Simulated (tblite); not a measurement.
## C₂H₆Cl₂GeO: molecular dynamics

System: C₂H₆Cl₂GeO.
Method: GFN2-xTB Langevin dynamics, gas phase (tblite 0.8.0).

It belongs to a series of runs on one base structure; here: H on C replaced by CHCl2.

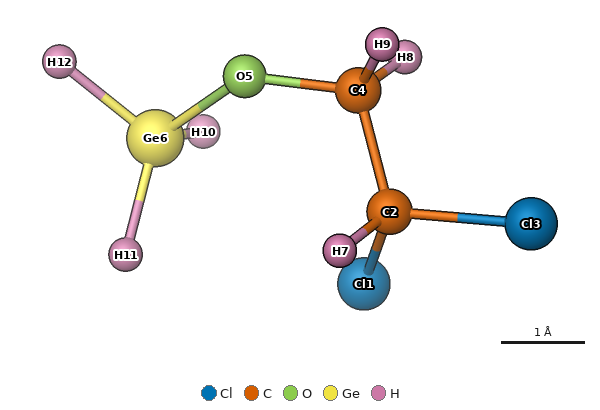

Figure 1. The input geometry (ball-and-stick view, seen at a tilt; atoms are numbered from 1 in the order of the input). Sticks mark near contacts.

### Input
```
{"job": {"kind": "md", "xc": "GFN2-xTB", "basis": "xTB", "temperature": 600, "steps": 2000, "every": 50}, "charge": 0, "multiplicity": 1}
Cl    -0.644732     0.935643    -1.608488
C     -1.346753     0.649597    -0.011429
Cl    -3.107994     0.562400    -0.134132
C     -0.786449    -0.651328     0.544696
O      0.568262    -0.559242     0.828629
Ge     1.900977    -0.094253    -0.244241
H     -1.085932     1.500188     0.621194
H     -0.995823    -1.458733    -0.168172
H     -1.301107    -0.875782     1.487456
H      1.819482    -0.814489    -1.556460
H      1.969459     1.396778    -0.403369
H      3.011809    -0.591465     0.618291
```

The first line tells a small driver script what to run in tblite; the rest is the geometry in Å.

Machine: 1 CPU thread, shared host.

Launch command:
```bash
OMP_NUM_THREADS=1 python <driver script> task.json out
```

### The program's output
```
t/fs     T/K      E/eV
    0.0   523.0   -610.85464
   25.0   382.3   -610.14529
   50.0   654.5   -610.12627
   75.0   741.8   -610.41791
  100.0   522.3   -610.28281
  125.0   381.6   -610.07422
  150.0   323.5   -610.35092
  175.0   501.5   -610.42359
  200.0   525.0   -610.19102
  225.0   742.4   -610.23262
  250.0   716.4   -609.90815
  275.0   600.8   -609.81134
  300.0   426.8   -609.65018
  325.0   491.2   -609.82989
  350.0   746.3   -610.17727
  375.0   529.8   -609.90544
  400.0   708.6   -609.93453
  425.0   612.5   -610.06348
  450.0   679.5   -610.03411
  475.0   578.6   -609.98266
  500.0   730.9   -610.06678
  525.0   603.3   -610.07936
  550.0   676.1   -610.20692
  575.0   555.4   -610.02702
  600.0   513.7   -609.76428
  625.0   630.8   -609.85720
  650.0   751.1   -610.25338
  675.0   513.6   -609.89630
  700.0   564.7   -610.08756
  725.0   571.7   -610.19248
  750.0   362.2   -610.28711
  775.0   287.1   -610.20036
  800.0   450.5   -610.31865
  825.0   338.1   -610.29505
  850.0   416.9   -610.15696
  875.0   301.1   -610.16325
  900.0   353.5   -610.23666
  925.0   418.2   -610.29139
  950.0   387.7   -610.04363
  975.0   358.6   -610.09148
 1000.0   369.5   -610.21945
```

### Trajectory as extended XYZ (Å, eV, eV/Å), 17 of the 41 frames kept, from step=0 to step=40
```
12
Properties=species:S:1:pos:R:3:forces:R:3 step=0 time_fs=0.0 energy=-610.85464 temperature=523.0
Cl   -0.6447    0.9356   -1.6085   -0.0021  -0.0004   0.0008
C    -1.3468    0.6496   -0.0114   -0.0023   0.0077  -0.0013
Cl   -3.1080    0.5624   -0.1341   -0.0013   0.0007  -0.0017
C    -0.7864   -0.6513    0.5447    0.0051   0.0010   0.0025
O     0.5683   -0.5592    0.8286    0.0062  -0.0016  -0.0010
Ge    1.9010   -0.0943   -0.2442   -0.0037  -0.0022  -0.0063
H    -1.0859    1.5002    0.6212   -0.0004  -0.0020  -0.0002
H    -0.9958   -1.4587   -0.1682   -0.0002  -0.0023   0.0014
H    -1.3011   -0.8758    1.4875   -0.0001  -0.0013  -0.0027
H     1.8195   -0.8145   -1.5565    0.0007   0.0013   0.0062
H     1.9695    1.3968   -0.4034   -0.0008  -0.0003   0.0016
H     3.0118   -0.5915    0.6183   -0.0010  -0.0006   0.0007
12
Properties=species:S:1:pos:R:3:forces:R:3 step=2 time_fs=50.0 energy=-610.12627 temperature=654.5
Cl   -0.7672    0.9146   -1.5730    0.3658  -0.3640  -0.4840
C    -1.3980    0.8163    0.1017    0.9652  -0.5293  -0.4849
Cl   -3.1253    0.7118   -0.1210   -0.2712   0.2906   0.6579
C    -0.7993   -0.4804    0.7177    0.4444  -0.3958  -3.3857
O     0.5623   -0.3478    0.8412    0.5143   0.2569   0.2535
Ge    1.9097   -0.1015   -0.2951   -0.9700   0.3336  -1.5361
H    -0.9099    1.7542    0.4410   -1.0361  -0.5321   0.8321
H    -1.0132   -1.3647   -0.0007    0.0155   1.2044   0.3822
H    -1.1520   -0.8620    1.6118   -1.1044   0.1711   2.0994
H     1.7969   -1.1434   -1.4448    0.0623   0.3180   0.4646
H     2.0115    1.3071   -1.0375    0.0407  -0.7143   0.6961
H     2.7919   -0.4414    0.7873    0.9735  -0.0392   0.5050
12
Properties=species:S:1:pos:R:3:forces:R:3 step=5 time_fs=125.0 energy=-610.07422 temperature=381.6
Cl   -1.1003    0.9194   -1.7848   -0.0440   0.5676   1.2345
C    -1.5814    1.1490   -0.0586   -0.7873  -4.6857  -0.6728
Cl   -3.3487    0.6875    0.0787    0.5050  -0.0130  -0.1873
C    -0.7677    0.1404    0.8651   -1.5505  -0.5087  -0.8640
O     0.5397    0.4686    0.8026    1.4658  -0.2031   0.1050
Ge    1.7351   -0.1998   -0.4278   -0.5107   0.0310   0.1646
H    -1.6064    2.0214    0.4497    0.6472   3.1667   0.4285
H    -0.9306   -0.9439    0.6037   -0.2049   0.8700  -0.2190
H    -1.2029    0.2515    1.8716    0.3608   0.2202   0.0277
H     1.1025   -1.3249   -1.2547   -0.0180   0.2750   0.1980
H     1.8503    1.0808   -1.2199    0.5038  -0.3380   0.0882
H     2.8762   -0.8793    0.3797   -0.3672   0.6179  -0.3034
12
Properties=species:S:1:pos:R:3:forces:R:3 step=8 time_fs=200.0 energy=-610.19102 temperature=525.0
Cl   -1.3554    0.8421   -1.8297   -0.2259  -0.5086   0.7898
C    -1.6365    1.0013    0.0141   -0.9548   2.6673  -2.8308
Cl   -3.2977    0.5979    0.4802    0.3316   0.2625  -0.4340
C    -0.7154    0.2069    0.7593    1.5407  -1.6013   1.8282
O     0.6114    0.6781    0.8302   -0.1782  -0.9478  -1.3125
Ge    1.7023   -0.0765   -0.4712   -1.2010  -0.3736   0.4198
H    -1.4109    2.1084    0.0211   -0.5618  -0.9101   0.7926
H    -0.7809   -0.8702    0.4762    0.1157   0.4822  -0.0613
H    -1.0926    0.2570    1.7749   -0.0039  -0.0791   0.7413
H     1.2247   -1.5465   -0.6720    0.0088   0.7448  -0.0440
H     1.6382    0.7822   -1.6676    0.1099   0.0739  -0.2382
H     2.9190   -0.1551    0.2930    1.0190   0.1898   0.3493
12
Properties=species:S:1:pos:R:3:forces:R:3 step=10 time_fs=250.0 energy=-609.90815 temperature=716.4
Cl   -1.3204    0.8828   -1.5658   -0.6124  -0.2120  -0.8015
C    -1.6657    1.0473    0.1312    0.0032  -1.0000   0.1669
Cl   -3.2813    0.5631    0.7249   -0.2350   0.4485  -0.6368
C    -0.7404    0.0213    0.8449   -0.6331   2.6390   0.1347
O     0.5385    0.4457    0.6168    1.3678  -0.1850   0.3917
Ge    1.7701    0.0207   -0.5882    1.6653  -0.1086   1.0770
H    -1.4669    2.1038    0.2803   -0.0762  -0.0221   0.7855
H    -1.0174   -0.9495    0.5530   -0.0356  -1.3321  -0.6758
H    -1.0473    0.1476    1.8840    0.6359  -0.1422   0.5757
H     2.3167   -1.3952   -0.3719   -0.2233  -0.0248   0.2183
H     1.2020   -0.0503   -1.9287   -0.1346   0.4005  -0.7758
H     3.1913    0.8881   -0.1785   -1.7222  -0.4610  -0.4599
12
Properties=species:S:1:pos:R:3:forces:R:3 step=12 time_fs=300.0 energy=-609.65018 temperature=426.8
Cl   -1.5615    1.0849   -1.2982    0.5962   0.1491  -0.2585
C    -1.6829    0.9307    0.4242   -0.4119   0.0568   1.3214
Cl   -3.3145    0.3030    0.7424   -0.4372  -0.6356   0.2225
C    -0.6096    0.0201    1.1348   -0.6130   0.1179  -1.3542
O     0.6862    0.2995    0.5898   -1.2307   0.0378   1.6843
Ge    1.8377   -0.0122   -0.6645    0.9421   1.6212   0.1563
H    -1.7923    1.8939    0.9916    0.8357  -0.2763  -1.0201
H    -0.9057   -1.0709    1.0981    0.4464   0.9206  -0.5281
H    -0.8244    0.3015    2.1812    1.2454   0.0225  -0.0486
H     2.9066   -0.7027    0.0743    0.4739  -0.2144   0.4284
H     1.2685   -0.9458   -1.5821   -0.6744  -0.7017  -1.2096
H     2.6536    1.3605   -1.3310   -1.1726  -1.0978   0.6063
12
Properties=species:S:1:pos:R:3:forces:R:3 step=15 time_fs=375.0 energy=-609.90544 temperature=529.8
Cl   -1.6319    1.3846   -1.0438   -0.5241  -0.5378   0.0021
C    -1.7913    0.6496    0.6679   -0.0155   1.5479  -1.5125
Cl   -3.2381   -0.1963    0.9764   -0.5712  -0.4786  -0.1540
C    -0.5608   -0.1770    0.7655   -0.9637  -0.6856   1.4663
O     0.5520    0.5576    0.5229    1.3319  -0.0475  -0.3642
Ge    1.6727   -0.0964   -0.7375    0.8261  -1.1951   1.3669
H    -1.8392    1.5936    1.1408    0.2516   0.7376   1.3187
H    -0.7988   -0.9284    0.0389    0.4676  -1.0997  -0.5628
H    -0.5476   -0.6621    1.7709    0.1796   0.2327  -0.2855
H     3.1981   -0.1910   -0.1481   -1.2884  -0.1915  -0.1780
H     0.9808   -1.4322   -1.1555    0.4705   0.5619   0.1721
H     1.8558    0.8436   -1.7854   -0.1643   1.1558  -1.2692
12
Properties=species:S:1:pos:R:3:forces:R:3 step=18 time_fs=450.0 energy=-610.03411 temperature=679.5
Cl   -1.7460    1.3087   -0.5788    0.3335   0.1326  -0.1971
C    -1.6972    0.5537    0.9759   -0.0842   1.0431   2.3384
Cl   -3.1394   -0.5274    1.0716    0.3873   0.0786   0.1847
C    -0.4066   -0.2555    1.2695    0.1281   0.1287  -3.1984
O     0.8058    0.3857    0.8249   -1.0015  -1.1822  -0.2037
Ge    1.4786   -0.0584   -0.8758    0.4155   0.4260   1.0475
H    -1.8298    1.3329    1.8296    0.0236  -0.8171  -1.4533
H    -0.6131   -1.1391    0.5955    0.6198   0.0789   1.0656
H    -0.3018   -0.4749    2.3002   -0.1051  -0.3169   0.8184
H     3.0487   -0.1483   -0.5970   -1.0280   0.3157  -0.2569
H     1.0690   -1.4728   -1.3400   -0.1730   0.4597   0.2118
H     0.8516    1.1414   -1.5481    0.4840  -0.3469  -0.3568
12
Properties=species:S:1:pos:R:3:forces:R:3 step=20 time_fs=500.0 energy=-610.06678 temperature=730.9
Cl   -1.6044    1.2196   -0.2548    0.0014   0.2488   0.2230
C    -1.6627    0.3121    1.2816    0.8827  -0.9425  -1.6649
Cl   -3.0860   -0.6959    1.1420   -0.3378  -0.1730   0.5110
C    -0.3717   -0.5839    1.3817   -1.3774  -0.0459   2.8916
O     0.6885   -0.1127    0.7460    1.4653   0.4865  -0.4566
Ge    1.4351    0.0937   -0.8159    1.5871   0.3047   0.5579
H    -1.6882    1.0117    2.0727   -0.3973   0.6791   0.7664
H    -0.6359   -1.6157    1.2043   -0.1369  -0.4813  -0.6681
H    -0.1377   -0.5921    2.5267   -0.1581   0.1394  -1.2658
H     2.5254    1.1430   -0.3207   -0.7552  -0.5242  -0.3647
H     2.3362   -1.1512   -1.1868   -0.7687   0.4156   0.0106
H     0.4410    0.6736   -1.7357   -0.0051  -0.1073  -0.5404
12
Properties=species:S:1:pos:R:3:forces:R:3 step=22 time_fs=550.0 energy=-610.20692 temperature=676.1
Cl   -1.3891    1.2010   -0.1138   -1.0332  -0.2243  -0.2895
C    -1.6420    0.0575    1.2291    0.6426  -0.3595  -0.0218
Cl   -3.1467   -0.9513    1.3334    0.6523   0.7032  -0.4840
C    -0.4106   -0.9239    1.1369   -0.2705   0.5997   0.5413
O     0.7562   -0.1473    0.8594   -0.6934  -1.4009   1.0424
Ge    1.3778    0.1534   -0.7649   -0.1427  -0.8145  -0.7238
H    -1.7019    0.7818    2.0483    0.3059  -0.6961   0.3637
H    -0.6175   -1.6601    0.3614   -0.0707   0.2056  -0.4707
H    -0.3870   -1.5809    2.0617    0.5247   1.1940  -0.4735
H     1.6775    1.5992   -0.7242    0.0817   0.1928  -0.0137
H     2.6244   -0.7452   -1.0927   -0.4984   0.4460   0.3285
H     0.2626   -0.2860   -1.7434    0.5017   0.1540   0.2011
12
Properties=species:S:1:pos:R:3:forces:R:3 step=25 time_fs=625.0 energy=-609.85720 temperature=630.8
Cl   -1.8602    1.1929   -0.1306    0.8350   0.0205  -0.2298
C    -1.4995    0.1379    1.2749    0.1717  -0.5279  -0.9982
Cl   -3.0933   -0.6635    1.3900    0.1445  -0.1566   1.1076
C    -0.4640   -1.0553    0.9833   -0.6478   2.2369  -0.3524
O     0.7701   -0.5681    0.4993   -1.4721  -1.4080   2.7718
Ge    1.1668    0.1228   -0.9348    0.7217   1.8757  -2.2079
H    -1.1916    0.8692    2.0569   -0.4152  -1.0115  -0.1228
H    -0.8786   -1.6504    0.1789   -0.4475  -0.4308   0.2262
H    -0.4083   -1.5698    1.9479    0.4378  -0.1193  -0.3250
H     0.6696    1.5570   -1.1173    0.1671  -0.0225   0.1683
H     2.5779    0.2347   -0.4040    0.0212  -0.1978  -0.7565
H     0.5934   -0.4756   -2.2719    0.4835  -0.2587   0.7187
12
Properties=species:S:1:pos:R:3:forces:R:3 step=28 time_fs=700.0 energy=-610.08756 temperature=564.7
Cl   -1.6579    1.2650   -0.1720   -0.7341   0.3695  -0.3121
C    -1.7468    0.0100    1.0629    1.5503   1.3090   1.5171
Cl   -3.2775   -0.6856    1.4232   -0.6866  -0.1967  -0.2826
C    -0.7248   -1.0120    0.6158    0.7759  -1.2780   1.9307
O     0.5198   -0.4275    0.3790   -0.6484  -0.6618   1.1908
Ge    0.9815    0.0584   -1.1407    0.5864   1.5790  -2.1860
H    -1.4086    0.5469    2.0252   -0.2617  -0.7157  -1.1199
H    -1.1212   -1.5347   -0.2630    0.0775  -0.2399   0.3338
H    -0.4895   -1.7027    1.5306   -0.8496   0.5289  -1.5334
H     1.5949    1.3954   -1.0674   -0.2339   0.7525   0.4170
H     2.1706   -0.5874   -1.6596    0.6523  -1.1809  -0.1348
H    -0.0148    0.0958   -2.2552   -0.2282  -0.2659   0.1795
12
Properties=species:S:1:pos:R:3:forces:R:3 step=30 time_fs=750.0 energy=-610.28711 temperature=362.2
Cl   -1.6963    1.3643   -0.1796    0.2493  -0.1513  -0.3807
C    -1.6073    0.1181    1.1004   -0.3932   0.4105  -1.2597
Cl   -3.2542   -0.4583    1.2795   -0.1792  -0.3427   0.3587
C    -0.6861   -1.0082    0.7357    0.4275  -0.4255  -1.5127
O     0.6612   -0.6747    0.4082   -1.5601   0.5542  -1.3146
Ge    0.9811    0.0569   -1.3414   -0.8416   0.3019   0.7109
H    -1.3162    0.6963    1.9191    0.4530   0.5331   1.6615
H    -1.2517   -1.5767   -0.0558    0.8095   0.3966  -0.0407
H    -0.6343   -1.7070    1.5347    0.1583  -0.4786   1.1371
H     0.6437    1.5287   -1.5956    0.3022  -0.1539   0.3870
H     2.4403   -0.1167   -1.3751    0.2935  -0.2745  -0.0665
H     0.0566   -0.5839   -2.3647    0.2809  -0.3698   0.3197
12
Properties=species:S:1:pos:R:3:forces:R:3 step=32 time_fs=800.0 energy=-610.31865 temperature=450.5
Cl   -1.5889    1.5165   -0.1890   -0.1739  -0.5378   0.2657
C    -1.6312    0.2504    1.0733   -0.6073  -1.1910  -0.8850
Cl   -3.2559   -0.4672    1.3577   -0.0240   0.4032  -0.2606
C    -0.7725   -0.9753    0.5815   -0.5410   0.2527   1.3803
O     0.4665   -0.5599    0.1927    0.3893  -0.1617  -1.1029
Ge    1.0489    0.0568   -1.4026   -1.6151   1.6837   0.2291
H    -1.4439    0.7374    2.0059    0.7922   0.1036   0.4487
H    -1.4240   -1.5564   -0.1124    0.6796   0.5665  -0.2071
H    -0.5623   -1.6815    1.4217   -0.4821   0.4946  -0.0392
H     1.3621    1.5888   -1.1106   -0.0765  -1.0149  -0.3060
H     2.1477   -0.8412   -1.5386    1.2094  -0.6464  -0.2485
H     0.0181   -0.0805   -2.5915    0.4493   0.0475   0.7256
12
Properties=species:S:1:pos:R:3:forces:R:3 step=35 time_fs=875.0 energy=-610.16325 temperature=301.1
Cl   -1.6497    1.4273    0.0283    0.4040   0.0538   0.2262
C    -1.6020    0.0084    1.0613   -0.5092  -1.5851  -0.8981
Cl   -3.3191   -0.5045    1.1685    0.2739  -0.0911   0.5149
C    -0.7725   -1.1728    0.4357   -0.6965   3.3456  -2.8985
O     0.4747   -0.5096    0.2188    0.0210  -1.4935   0.9767
Ge    1.1675    0.0009   -1.2872   -1.2089  -0.3800  -1.0454
H    -1.1107    0.1568    2.0082   -0.3538   0.6621   0.4807
H    -1.2263   -1.4182   -0.5936    0.3968  -0.0511   1.4190
H    -0.8019   -1.9877    1.0944    0.4989  -1.0246   0.7181
H     2.0501    1.0341   -0.8542    0.9304   0.7181   0.5002
H     1.8038   -1.1475   -2.0637   -0.1681   0.2305   0.1964
H    -0.0047    0.6559   -2.0183    0.4115  -0.3847  -0.1901
12
Properties=species:S:1:pos:R:3:forces:R:3 step=38 time_fs=950.0 energy=-610.04363 temperature=387.7
Cl   -1.4710    1.4401    0.3377    0.1319   0.7110  -1.0946
C    -1.5933   -0.0909    1.1486   -0.0905  -0.5885  -0.7688
Cl   -3.2924   -0.5913    1.1137   -0.0339  -0.1810   0.2400
C    -0.7179   -1.1880    0.5005    0.8979   1.0114   0.1754
O     0.6136   -0.6305    0.3524   -0.7425  -0.8703  -0.3493
Ge    1.2308   -0.0570   -1.2981   -0.2411   1.3106   1.5094
H    -1.2765    0.2347    2.0941    0.2494  -0.4811   1.7878
H    -1.2082   -1.3449   -0.4893    0.5088  -0.5901   0.6153
H    -0.6546   -2.0925    1.2063   -0.2010   1.1229  -1.2372
H     2.2541    1.1012   -1.0234   -0.8818  -0.3399   0.1326
H     2.1454   -0.9897   -1.9180    0.1931  -1.0884  -0.5203
H    -0.0966    0.3195   -1.8610    0.2096  -0.0164  -0.4903
12
Properties=species:S:1:pos:R:3:forces:R:3 step=40 time_fs=1000.0 energy=-610.21945 temperature=369.5
Cl   -1.5411    1.3717    0.4046    0.5156  -0.1020   0.0268
C    -1.6017   -0.2508    1.1322   -0.4513   0.9697   0.0364
Cl   -3.3033   -0.7171    1.0420   -0.3581  -0.4232  -0.0869
C    -0.7552   -1.2830    0.4246    1.2059  -0.2712   3.1789
O     0.6032   -1.0011    0.2334   -0.2770   0.3593  -0.0830
Ge    1.2347   -0.0051   -1.1803   -1.6281   0.2889   0.0901
H    -1.4131   -0.2291    2.1953    0.4392   0.5553   0.2865
H    -1.2763   -1.5298   -0.4205   -0.8908  -0.8999  -2.4578
H    -0.8560   -2.0979    1.2275    0.5755   0.1724  -1.3206
H     1.1650    1.5445   -0.9231    0.1282  -0.7908  -0.0222
H     2.6195   -0.4995   -1.4326   -0.0574  -0.1178   0.0885
H     0.0918   -0.3844   -2.2070    0.7983   0.2593   0.2635
```

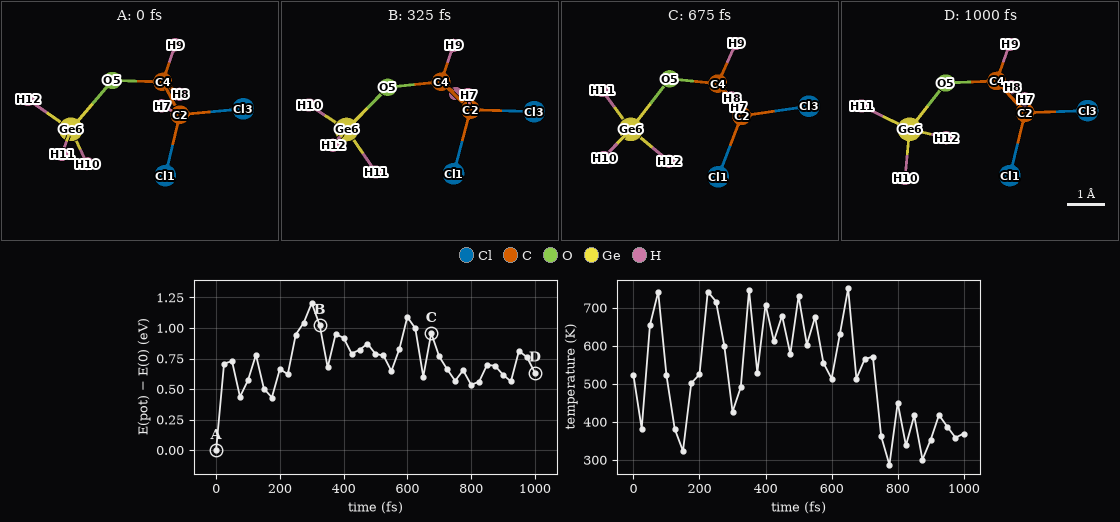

Figure 2. Frames of the molecular dynamics (ball-and-stick, seen at a tilt) above the curves, on which the letters mark them. The trajectory kept here has 41 frames over 1000 fs. The temperature starts at 523 K, ranges from 287 to 751 K and averages 484 K over the second half. The potential energy ends 0.635 eV above its first value. After an unweighted best fit of the last frame on the first, the root-mean-square displacement is 1.18 Å, and H11 has moved furthest (2.18 Å).

### Results in brief

| quantity | value |
| --- | --- |
| outcome | finished |
| mean temperature over the second half | 484 K |
| trajectory | 41 frames kept, 1000 fs |
| wall time | 15 s |
| peak memory | 0.18 GiB |
